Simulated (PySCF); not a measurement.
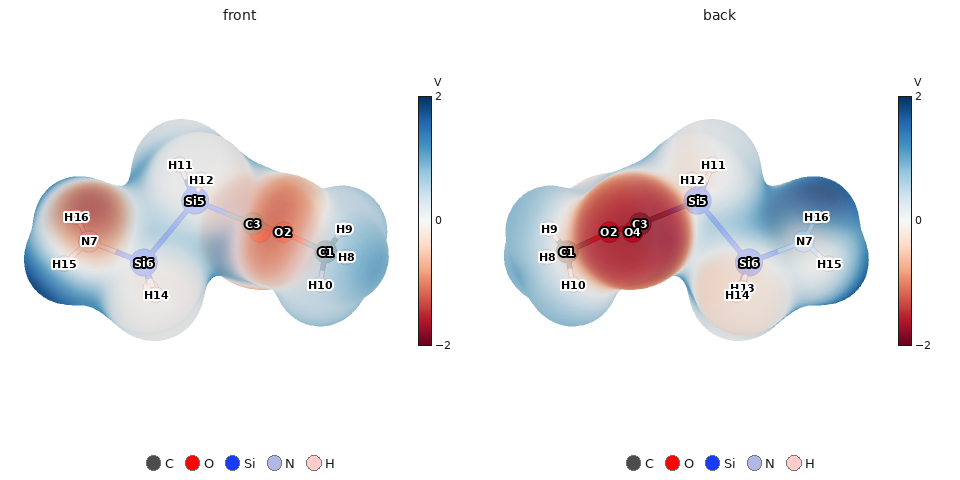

Figure. C2H9NO2Si2 (SMILES COC(=O)[SiH2][SiH2]N). The molecular electrostatic potential painted on the density surface at 0.002 e/bohr³, seen from the front and from behind; red is negative and blue positive.

Geometry: PBE0-D3(BJ)/def2-SVP.

The calculation used PySCF, PBE0/pcSseg-1, SCF density, gas phase, non-relativistic.

```xyz
16

C     3.2312   -0.8553    0.0270
O     2.0935   -0.1136    0.4457
C     1.2486    0.2637   -0.5237
O     1.4238    0.0078   -1.6873
Si   -0.3159    1.1726    0.1448
Si   -2.0602   -0.3949    0.1420
N    -3.5461    0.4446    0.4594
H     3.7901   -1.1019    0.9370
H     3.8570   -0.2597   -0.6540
H     2.9277   -1.7737   -0.4969
H    -0.6005    2.2835   -0.8128
H    -0.0697    1.7368    1.5051
H    -1.9725   -1.1560   -1.1515
H    -1.8522   -1.3823    1.2455
H    -4.3660   -0.0911    0.7247
H    -3.8106    1.2190   -0.1399
```

Describe the electrostatic potential map.

Answer. The most negative region (about −1.7 V) lies over O4, the most positive (about +1.8 V) over H15 and H16. O4 is the likeliest acceptor of a hydrogen bond.

How polar is the molecule by this calculation?

Answer. Its dipole moment is 1.50 D.
